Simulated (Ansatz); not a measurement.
## Nudged elastic band, with input and output: AlH$_{4}$O$_{2}$ (charge +1)

AlH$_{4}$O$_{2}$, charge +1, SMILES [OH][AlH][OH2+], computed with RKS BHLYP/cc-pVDZ (Ansatz 0.2.0).

One setting was made poor on purpose. It belongs to a series of runs on one base structure; here: band between the two ends. Figures and captions count atoms from 1; the log counts them from 0 in places.

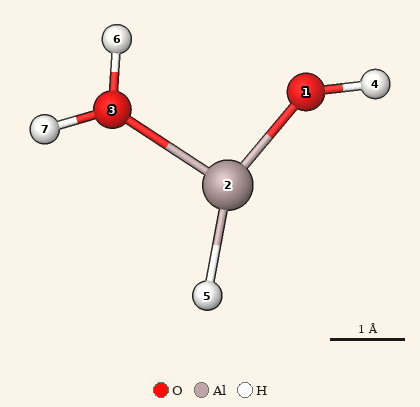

*The input geometry (ball-and-stick view, seen on its broad side; atoms are numbered from 1 in the order of the input). Sticks mark near contacts.*

### Input
```yaml
crystal:
  periodic: [false, false, false]
  atoms:
    - { symbol: O, position_ang: [-1.200057, -1.006601, -0.183723] }
    - { symbol: Al, position_ang: [-0.071923, 0.052433, -0.807645] }
    - { symbol: O, position_ang: [0.731905, 0.51119, 0.838272] }
    - { symbol: H, position_ang: [-1.897698, -1.558128, -0.529513] }
    - { symbol: H, position_ang: [0.572095, 0.776298, -2.006968] }
    - { symbol: H, position_ang: [0.404127, 0.113124, 1.657628] }
    - { symbol: H, position_ang: [1.461541, 1.111684, 1.031949] }
total_charge: 1
basis:
  gaussian: { orbitals: cc-pVDZ }
hamiltonian:
  xc: { name: BHLYP }
neb:
  order_check: false
  images: 5
  f_tol: 0.05
  max_iterations: 6
  initial_path: idpp
  final_atoms:
    - { symbol: O, position_ang: [-1.20106709, -1.00756707, -0.18325386] }
    - { symbol: Al, position_ang: [-0.07237882, 0.05183267, -0.8064143] }
    - { symbol: O, position_ang: [0.73243459, 0.51163403, 0.83851083] }
    - { symbol: H, position_ang: [-1.89807189, -1.55804931, -0.53196092] }
    - { symbol: H, position_ang: [0.57127002, 0.77535046, -2.00534348] }
    - { symbol: H, position_ang: [1.4623206, 1.11257813, 1.02998719] }
    - { symbol: H, position_ang: [0.40548258, 0.11422108, 1.65847454] }
```

Run on 1 thread of Intel Xeon (Sapphire Rapids), 10 GiB of memory available, shared host.

Command:
```bash
ansatz run input.yaml --threads 1 --pin off --max-ram 2048MiB --backend cpu --events-out ev --progress --plain --runs-dir out
```

### The program's output
```
Engine: ansatz 0.2.0, x86_64-unknown-linux-gnu
Functional definition: BHLYP
  parameter a = 0.5
  exchange = (1 - a)*b88_x + a*exact_x
  correlation = lyp_c
695 factors; integrals over basis functions are off by at most 3.3e-4 eV
mean field evaluation 1: about -10735.0157 eV, gradient 9.1e1 eV
mean field evaluation 2: about -10719.1067 eV, gradient 1.2e2 eV
mean field evaluation 4: about -10749.2655 eV, gradient 7.1e0 eV
mean field evaluation 8: about -10749.3469 eV, gradient 1.3e-2 eV
mean field -10749.34685744 eV, -395.0312108419 hartree, gradient 1.8e-5 eV, S^2 0.000000; 0 other end points of the search recorded, 0 dependent functions left out
the calculation of the forces begins
reference -10749.34700714 eV, -395.0312163433 hartree; 16, 16 occupied and 50, 50 virtual orbitals, 695 factors
695 factors; integrals over basis functions are off by at most 5.4e-4 eV
mean field evaluation 16: about -10719.0960 eV, gradient 1.2e2 eV
mean field -10749.34685947 eV, -395.0312109167 hartree, gradient 1.8e-5 eV, S^2 0.000000; 0 other end points of the search recorded, 0 dependent functions left out
[... from here on the field's lines of each further geometry are left out, up to the last ...]
NEB iter   1: max|band force component| = 5.394e-1 eV/Å  barrier→ = 0.3115 eV  barrier← = 0.3115 eV  Δτ_max = 0.0578 Å  (161 SCF iters)
NEB iter   2: max|band force component| = 2.617e-1 eV/Å  barrier→ = 0.2661 eV  barrier← = 0.2661 eV  CI = image 3  Δτ_max = 0.1062 Å  (115 SCF iters)
NEB iter   3: max|band force component| = 8.620e-2 eV/Å  barrier→ = 0.2428 eV  barrier← = 0.2428 eV  CI = image 3  Δτ_max = 0.0334 Å  (124 SCF iters)
the calculation of the forces begins
reference -10749.28113864 eV, -395.0287957207 hartree; 16, 16 occupied and 50, 50 virtual orbitals, 695 factors
695 factors; integrals over basis functions are off by at most 4.3e-4 eV
mean field -10749.10582896 eV, -395.0223532087 hartree, gradient 7.8e-6 eV, S^2 0.000000; 1 other end points of the search recorded, 0 dependent functions left out
the calculation of the forces begins
reference -10749.10597940 eV, -395.0223587374 hartree; 16, 16 occupied and 50, 50 virtual orbitals, 695 factors
NEB iter   4: max|band force component| = 3.992e-2 eV/Å  barrier→ = 0.2410 eV  barrier← = 0.2410 eV  CI = image 3  Δτ_max = 0.0000 Å  (236 SCF iters)
```

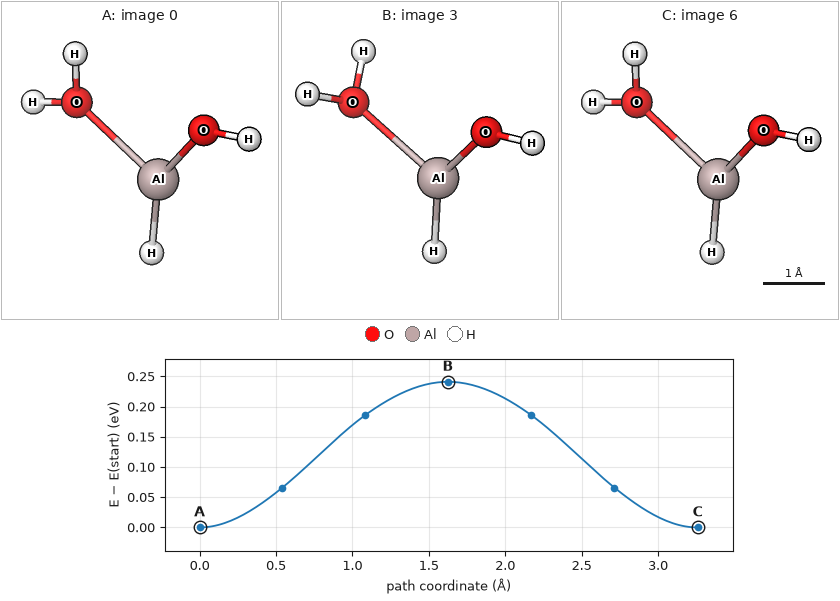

*Images of the last band (counted from 0; ball-and-stick, seen at a tilt) above the energy along the path; the line is a cubic interpolation that uses the forces.*

The highest image is number 3, 0.241 eV above the start and 0.241 eV above the end (the climbing image); start and end have the same energy. The path is 3.26 Å long. The band converged in 4 iterations.

```
Total energy: -10749.10597940 eV, -395.0223587374 hartree
Atom 0 at    -1.545944    -0.368142    -0.126279 Å, force    -0.014974     0.006110     0.032077 eV/Å
Atom 1 at    -0.049231    -0.065890    -0.794960 Å, force     0.014629    -0.027471    -0.021295 eV/Å
Atom 2 at     1.006205     0.302532     0.772978 Å, force     0.002650    -0.009609     0.039914 eV/Å
Atom 3 at    -2.411108    -0.604842    -0.452653 Å, force     0.001754     0.004211    -0.013627 eV/Å
Atom 4 at     0.799599     0.007553    -2.078913 Å, force     0.000533     0.016943     0.001323 eV/Å
Atom 5 at     1.269958    -0.390621     1.394331 Å, force     0.001121     0.007940    -0.015261 eV/Å
Atom 6 at     0.930511     1.119409     1.285495 Å, force    -0.005714     0.001876    -0.023131 eV/Å
Dipole moment:     0.439688     0.129522     0.268166 e Å
this run last wrote the band of iteration 4 to [file]
```

### The last band as extended XYZ (Å, eV, eV/Å)
```
7
Properties=species:S:1:pos:R:3:forces:R:3 image=0 energy=-10749.34686
O    -1.2001   -1.0066   -0.1837   -0.0139  -0.0120  -0.0006
Al   -0.0719    0.0524   -0.8076    0.0080   0.0078  -0.0068
O     0.7319    0.5112    0.8383    0.0005   0.0003   0.0011
H    -1.8977   -1.5581   -0.5295    0.0080   0.0066   0.0025
H     0.5721    0.7763   -2.0070   -0.0028  -0.0035   0.0077
H     0.4041    0.1131    1.6576    0.0021   0.0024  -0.0037
H     1.4615    1.1117    1.0319   -0.0018  -0.0015  -0.0004
7
Properties=species:S:1:pos:R:3:forces:R:3 image=1 energy=-10749.28090
O    -1.3475   -0.8207   -0.1587    0.0058  -0.0258   0.0306
Al   -0.0590    0.0180   -0.8036    0.0055  -0.0036  -0.0106
O     0.8540    0.4066    0.8162   -0.0393  -0.0076  -0.0042
H    -2.1338   -1.2479   -0.4896    0.0222  -0.0326  -0.0124
H     0.6824    0.5517   -2.0443   -0.0160   0.0612   0.0099
H     0.6836   -0.1198    1.6097   -0.1146   0.0452   0.0396
H     1.3203    1.2121    1.0703    0.1364  -0.0369  -0.0530
7
Properties=species:S:1:pos:R:3:forces:R:3 image=2 energy=-10749.16101
O    -1.4636   -0.6090   -0.1354   -0.0083  -0.0259   0.0328
Al   -0.0510   -0.0243   -0.7998    0.0094  -0.0112  -0.0199
O     0.9527    0.3466    0.7905   -0.0082  -0.0234   0.0339
H    -2.2974   -0.9377   -0.4633    0.0148  -0.0272  -0.0141
H     0.7536    0.2879   -2.0761   -0.0129   0.0639   0.0026
H     0.9797   -0.2852    1.5223   -0.1074   0.0070   0.0392
H     1.1260    1.2216    1.1618    0.1126   0.0168  -0.0745
7
Properties=species:S:1:pos:R:3:forces:R:3 image=3 energy=-10749.10583
O    -1.5459   -0.3681   -0.1263   -0.0150   0.0061   0.0321
Al   -0.0492   -0.0659   -0.7950    0.0146  -0.0275  -0.0213
O     1.0062    0.3025    0.7730    0.0027  -0.0096   0.0399
H    -2.4111   -0.6048   -0.4527    0.0018   0.0042  -0.0136
H     0.7996    0.0076   -2.0789    0.0005   0.0169   0.0013
H     1.2700   -0.3906    1.3943    0.0011   0.0079  -0.0153
H     0.9305    1.1194    1.2855   -0.0057   0.0019  -0.0231
7
Properties=species:S:1:pos:R:3:forces:R:3 image=4 energy=-10749.16101
O    -1.5923   -0.1045   -0.1443   -0.0078   0.0372   0.0209
Al   -0.0538   -0.1105   -0.7865    0.0058  -0.0204  -0.0071
O     0.9969    0.2334    0.7803   -0.0010  -0.0223   0.0101
H    -2.4768   -0.2321   -0.4796   -0.0020   0.0333  -0.0127
H     0.8326   -0.2756   -2.0363    0.0086  -0.0381   0.0115
H     1.5276   -0.4284    1.2433    0.1083   0.0467  -0.0603
H     0.7657    0.9177    1.4231   -0.1119  -0.0364   0.0376
7
Properties=species:S:1:pos:R:3:forces:R:3 image=5 energy=-10749.28099
O    -1.5825    0.1701   -0.1796    0.0005   0.0327   0.0169
Al   -0.0610   -0.1528   -0.7803    0.0064  -0.0055  -0.0054
O     0.9499    0.1035    0.8075   -0.0109  -0.0294  -0.0029
H    -2.4712    0.1809   -0.5268    0.0054   0.0388  -0.0063
H     0.8363   -0.5287   -1.9756    0.0032  -0.0520   0.0163
H     1.7159   -0.4009    1.1079    0.1012   0.0903  -0.0573
H     0.6126    0.6278    1.5469   -0.1058  -0.0750   0.0387
7
Properties=species:S:1:pos:R:3:forces:R:3 image=6 energy=-10749.34686
O    -1.2011   -1.0078   -0.1820   -0.0058  -0.0046  -0.0030
Al   -0.0728    0.0514   -0.8064   -0.0007  -0.0004  -0.0006
O     0.7329    0.5121    0.8378   -0.0023  -0.0013  -0.0050
H    -1.8983   -1.5585   -0.5300    0.0055   0.0042   0.0040
H     0.5701    0.7743   -2.0061    0.0014   0.0013  -0.0004
H     1.4628    1.1133    1.0285   -0.0035  -0.0037   0.0048
H     0.4064    0.1152    1.6582    0.0054   0.0047   0.0003
```

### Results in brief

| quantity | value |
| --- | --- |
| outcome | converged |
| barrier, forward | 0.241 eV |
| barrier, backward | 0.241 eV |
| wall time | 33 s |
| peak memory | 0.14 GiB |

### Notes

A deliberately poor setting: few iterations. The order of the saddle point was not checked.
